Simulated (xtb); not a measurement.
# Geometry relaxation of In$_{2}$H$_{6}$O$_{2}$ (part 1 of 2)

In$_{2}$H$_{6}$O$_{2}$, computed with GFN2-xTB (xtb 6.7.1 later snapshot).

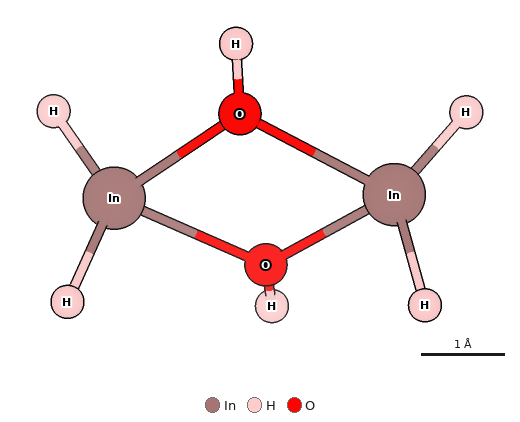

**Figure 1.** The starting structure (ball-and-stick view, seen at a tilt). Sticks mark near contacts.

Key numbers:

| quantity | value |
| --- | --- |
| outcome | converged |
| electrons treated | 24 |
| total energy | −13.648343 hartree |
| dispersion energy | −0.005716 hartree |
| basis functions | 34 |
| HOMO | −11.13 eV |
| LUMO | −6.44 eV |
| dipole moment | 0.52 D |
| hardware | 1 thread of Arm Neoverse V2, 24 GiB of memory available, shared host |
| peak memory | 0.075 GiB |

Notes:

Settings chosen away from the usual ones: method = gfn2-xtb; task = optimise; opt_level = crude; x = {}; partner = base. These settings are looser than, or depart from, a standard set-up, so the numbers are not reference values for this system.

The input (struc.xyz):
```
10
H6In2O2
In     1.69535     0.00854     0.02789
H      2.15303    -1.65144     0.49016
H      2.51328     1.23759    -0.32229
O     -0.09793     0.54819     1.30940
In    -1.72468    -0.00656     0.01186
H     -2.20678    -1.60042     0.55195
H     -2.52884     1.30224    -0.35325
O      0.02976    -0.34339    -1.30296
H     -0.09946     1.14828     2.07329
H      0.02869    -0.48466    -2.25836
```

Launch command:
```bash
xtb struc.xyz -o crude --gfn 2 --chrg 0 | tee out.txt
```

Output:
```
* xtb version 6.7.1
   ID    Z sym.   atoms
    1   49 In     1, 5
    2    1 H      2, 3, 6, 7, 9, 10
    3    8 O      4, 8

           -------------------------------------------------
          |                Calculation Setup                |
           -------------------------------------------------

          program call               : xtb struc.xyz -o crude --gfn 2 --chrg 0
          coordinate file            : struc.xyz
          omp threads                :                     1

molecular fragmentation (1/2 indicates fragments):
1111111212
# atoms in fragment 1/2:     8     2
 fragment masses (1/2) :      250.68       17.01
CMA distance (Bohr)    :   2.877
constraining FC (au)   :  0.0500

           -------------------------------------------------
          |                 G F N 2 - x T B                 |
           -------------------------------------------------

      * Hamiltonian:
        H0-scaling (s, p, d)           1.850000    2.230000    2.230000
        zeta-weighting                 0.500000
      * Dispersion:
        s8                             2.700000
        a1                             0.520000
        a2                             5.000000
        s9                             5.000000
      * Repulsion:
        kExp                           1.500000    1.000000
        rExp                           1.000000
      * Coulomb:
        alpha                          2.000000
        third order                    shell-resolved
        anisotropic                    true
        a3                             3.000000
        a5                             4.000000
        cn-shift                       1.200000
        cn-exp                         4.000000
        max-rad                        5.000000

          ...................................................
          :                      SETUP                      :
          :.................................................:
          :  # basis functions                  34          :
          :  # atomic orbitals                  32          :
          :  # shells                           16          :
          :  # electrons                        24          :
          :  max. iterations                   250          :
          :  Hamiltonian                  GFN2-xTB          :
          :  restarted?                      false          :
          :  GBSA solvation                  false          :
          :  PC potential                    false          :
          :  electronic temp.          300.0000000     K    :
          :  accuracy                    1.0000000          :
          :  -> integral cutoff          0.2500000E+02      :
          :  -> integral neglect         0.1000000E-07      :
          :  -> SCF convergence          0.1000000E-05 Eh   :
          :  -> wf. convergence          0.1000000E-03 e    :
          :  Broyden damping             0.4000000          :
          :  net charge                          0          :
          :  unpaired electrons                  0          :
          ...................................................

 iter      E             dE          RMSdq      gap      omega  full diag
   1    -13.6834031 -0.136834E+02  0.228E+01    5.25       0.0  T
   2    -13.6951414 -0.117383E-01  0.135E+01    4.89       1.0  T
   3    -13.6967140 -0.157258E-02  0.140E+00    4.58       1.0  T
   4    -13.6971194 -0.405472E-03  0.783E-01    4.66       1.0  T
   5    -13.6971442 -0.247430E-04  0.105E-01    4.68       1.0  T
   6    -13.6971470 -0.283171E-05  0.636E-02    4.68       1.0  T
   7    -13.6971473 -0.266761E-06  0.264E-02    4.68       1.2  T
   8    -13.6971474 -0.957670E-07  0.688E-03    4.68       4.6  T
   9    -13.6971474 -0.255332E-07  0.119E-03    4.68      26.6  T
  10    -13.6971474 -0.517932E-09  0.187E-04    4.68     169.0  T
  11    -13.6971474 -0.114664E-10  0.711E-05    4.68     444.8  T

   *** convergence criteria satisfied after 11 iterations ***

         #    Occupation            Energy/Eh            Energy/eV
      -------------------------------------------------------------
         1        2.0000           -0.6777719             -18.4431
       ...           ...                  ...                  ...
         6        2.0000           -0.5110569             -13.9066
         7        2.0000           -0.4757130             -12.9448
         8        2.0000           -0.4686949             -12.7538
         9        2.0000           -0.4532141             -12.3326
        10        2.0000           -0.4488180             -12.2130
        11        2.0000           -0.4122999             -11.2193
        12        2.0000           -0.4068025             -11.0697 (HOMO)
        13                         -0.2348907              -6.3917 (LUMO)
        14                         -0.1996371              -5.4324
        15                         -0.1340002              -3.6463
        16                         -0.1113856              -3.0310
        17                         -0.1096102              -2.9826
       ...                                ...                  ...
        32                          0.9640494              26.2331
      -------------------------------------------------------------
                  HL-Gap            0.1719118 Eh            4.6780 eV
             Fermi-level           -0.3208466 Eh           -8.7307 eV

 SCC (total)                   0 d,  0 h,  0 min,  0.004 sec
 SCC setup                      ...        0 min,  0.000 sec (  1.232%)
 Dispersion                     ...        0 min,  0.000 sec (  0.650%)
 classical contributions        ...        0 min,  0.000 sec (  0.129%)
 integral evaluation            ...        0 min,  0.001 sec ( 14.726%)
 iterations                     ...        0 min,  0.002 sec ( 56.171%)
 molecular gradient             ...        0 min,  0.001 sec ( 25.685%)
 printout                       ...        0 min,  0.000 sec (  1.202%)

         :::::::::::::::::::::::::::::::::::::::::::::::::::::
         ::                     SUMMARY                     ::
         :::::::::::::::::::::::::::::::::::::::::::::::::::::
         :: total energy             -13.634036142550 Eh    ::
         :: gradient norm              0.111204162509 Eh/a0 ::
         :: HOMO-LUMO gap              4.677958350018 eV    ::
         ::.................................................::
         :: SCC energy               -13.697139336272 Eh    ::
         :: -> isotropic ES            0.085979881556 Eh    ::
         :: -> anisotropic ES         -0.002833633946 Eh    ::
         :: -> anisotropic XC          0.003719280240 Eh    ::
         :: -> dispersion             -0.005706796631 Eh    ::
         :: repulsion energy           0.063103193723 Eh    ::
         :: add. restraining           0.000000000000 Eh    ::
         :: total charge               0.000000000000 e     ::
         :::::::::::::::::::::::::::::::::::::::::::::::::::::

      -----------------------------------------------------------
     |                   =====================                   |
     |                        A N C O P T                        |
     |                   =====================                   |
     |               Approximate Normal Coordinate               |
     |                Rational Function Optimizer                |
      -----------------------------------------------------------

          ...................................................
          :                      SETUP                      :
          :.................................................:
          :   optimization level             crude          :
          :   max. optcycles                   200          :
          :   ANC micro-cycles                  20          :
          :   degrees of freedom                24          :
          :.................................................:
          :   RF solver                   davidson          :
          :   write xtbopt.log                true          :
          :   linear?                        false          :
          :   energy convergence         0.5000000E-03 Eh   :
          :   grad. convergence          0.1000000E-01 Eh/α :
          :   maximum RF displ.          1.0000000          :
          :   Hlow (freq-cutoff)         0.1000000E-01      :
          :   Hmax (freq-cutoff)         5.0000000          :
          :   S6 in model hess.         20.0000000          :
          ...................................................

generating ANC from exact Hessian ...
Using Lindh-Hessian (1995)
 Shifting diagonal of input Hessian by    1.0128270922842892E-002
 Lowest  eigenvalues of input Hessian
    0.010000    0.000000    0.000000    0.000000    0.000000    0.000000
    0.000000    0.010581    0.010836    0.011382    0.011822    0.012011
    0.012117    0.012554    0.014859    0.015861    0.019239    0.020541
 Highest eigenvalues
    0.207882    0.244231    0.351539    0.436787    1.254848    1.276956

........................................................................
.............................. CYCLE    1 ..............................
........................................................................

 iter      E             dE          RMSdq      gap      omega  full diag
   1    -13.6971474 -0.136971E+02  0.157E-05    4.68       0.0  T
   2    -13.6971474 -0.675016E-13  0.772E-06    4.68    4098.5  T
   3    -13.6971474 -0.319744E-13  0.286E-06    4.68   11053.6  T
     SCC iter.                  ...        0 min,  0.001 sec
     gradient                   ...        0 min,  0.001 sec
 * total energy  :   -13.6340361 Eh     change       -0.1278977E-11 Eh
   gradient norm :     0.1112042 Eh/α   predicted     0.0000000E+00 (-100.00%)
   displ. norm   :     0.3095871 α      lambda       -0.3048216E-01
   maximum displ.:     0.1966389 α      in ANC's #22, #21, #18, ...

........................................................................
.............................. CYCLE    2 ..............................
........................................................................

 iter      E             dE          RMSdq      gap      omega  full diag
   1    -13.7005361 -0.137005E+02  0.126E+00    4.76       0.0  T
   2    -13.7016459 -0.110980E-02  0.800E-01    4.77       1.0  T
   3    -13.7017765 -0.130522E-03  0.287E-01    4.76       1.0  T
   4    -13.7017790 -0.249700E-05  0.125E-01    4.77       1.0  T
   5    -13.7017796 -0.630417E-06  0.248E-02    4.76       1.3  T
   6    -13.7017797 -0.126886E-06  0.492E-03    4.76       6.4  T
   7    -13.7017797 -0.199954E-08  0.201E-03    4.76      15.7  T
   8    -13.7017797 -0.553142E-09  0.650E-04    4.76      48.6  T
   9    -13.7017797 -0.134435E-10  0.812E-05    4.76     389.4  T
     SCC iter.                  ...        0 min,  0.002 sec
     gradient                   ...        0 min,  0.001 sec
 * total energy  :   -13.6473000 Eh     change       -0.1326385E-01 Eh
   gradient norm :     0.0142637 Eh/α   predicted    -0.1670185E-01 (  25.92%)
   displ. norm   :     0.2816143 α      lambda       -0.2161151E-02
   maximum displ.:     0.1157501 α      in ANC's #12, #1, #6, ...

........................................................................
.............................. CYCLE    3 ..............................
........................................................................

 iter      E             dE          RMSdq      gap      omega  full diag
   1    -13.7003724 -0.137004E+02  0.946E-01    4.64       0.0  T
   2    -13.7004209 -0.484784E-04  0.625E-01    4.64       1.0  T
   3    -13.7004271 -0.623478E-05  0.114E-01    4.64       1.0  T
   4    -13.7004282 -0.103895E-05  0.347E-02    4.64       1.0  T
   5    -13.7004283 -0.120363E-06  0.815E-03    4.64       3.9  T
   6    -13.7004283 -0.103094E-07  0.398E-03    4.64       7.9  T
   7    -13.7004283 -0.908619E-09  0.921E-04    4.64      34.3  T
   8    -13.7004283 -0.903277E-11  0.175E-04    4.64     181.0  T
     SCC iter.                  ...        0 min,  0.001 sec
     gradient                   ...        0 min,  0.001 sec
 * total energy  :   -13.6481800 Eh     change       -0.8800538E-03 Eh
   gradient norm :     0.0059150 Eh/α   predicted    -0.1166273E-02 (  32.52%)
   displ. norm   :     0.0788022 α      lambda       -0.2353406E-03
   maximum displ.:     0.0469458 α      in ANC's #1, #3, #15, ...

........................................................................
.............................. CYCLE    4 ..............................
........................................................................

 iter      E             dE          RMSdq      gap      omega  full diag
   1    -13.7015212 -0.137015E+02  0.328E-01    4.69       0.0  T
   2    -13.7015256 -0.441996E-05  0.221E-01    4.69       1.0  T
   3    -13.7015260 -0.324946E-06  0.364E-02    4.69       1.0  T
   4    -13.7015262 -0.220362E-06  0.134E-02    4.69       2.4  T
   5    -13.7015262 -0.298647E-07  0.416E-03    4.69       7.6  T
   6    -13.7015262 -0.751996E-09  0.164E-03    4.69      19.3  T
   7    -13.7015262 -0.121862E-09  0.379E-04    4.69      83.4  T
   8    -13.7015262 -0.111378E-11  0.629E-05    4.69     502.4  T
     SCC iter.                  ...        0 min,  0.001 sec
     gradient                   ...        0 min,  0.001 sec
 * total energy  :   -13.6483435 Eh     change       -0.1634176E-03 Eh
   gradient norm :     0.0022821 Eh/α   predicted    -0.1184024E-03 ( -27.55%)
   displ. norm   :     0.1146631 α      lambda       -0.1333398E-03
   maximum displ.:     0.0849258 α      in ANC's #1, #4, #14, ...

   *** GEOMETRY OPTIMIZATION CONVERGED AFTER 4 ITERATIONS ***

------------------------------------------------------------------------
 total energy gain   :        -0.0143073 Eh       -8.9780 kcal/mol
 total RMSD          :         0.1369348 a0        0.0725 Å
 total power (kW/mol):        -9.3909676 (step)-2828.5781 (real)
------------------------------------------------------------------------

 ANCopt (total)                0 d,  0 h,  0 min,  0.013 sec
 optimizer setup                ...        0 min,  0.000 sec (  0.499%)
 model hessian                  ...        0 min,  0.000 sec (  2.369%)
 ANC generation                 ...        0 min,  0.000 sec (  0.740%)
 coordinate transformation      ...        0 min,  0.000 sec (  0.167%)
 single point calculation       ...        0 min,  0.012 sec ( 89.230%)
 optimization log               ...        0 min,  0.000 sec (  1.415%)
 hessian update                 ...        0 min,  0.000 sec (  0.122%)
 rational function              ...        0 min,  0.000 sec (  1.608%)

================
 final structure:
================
```
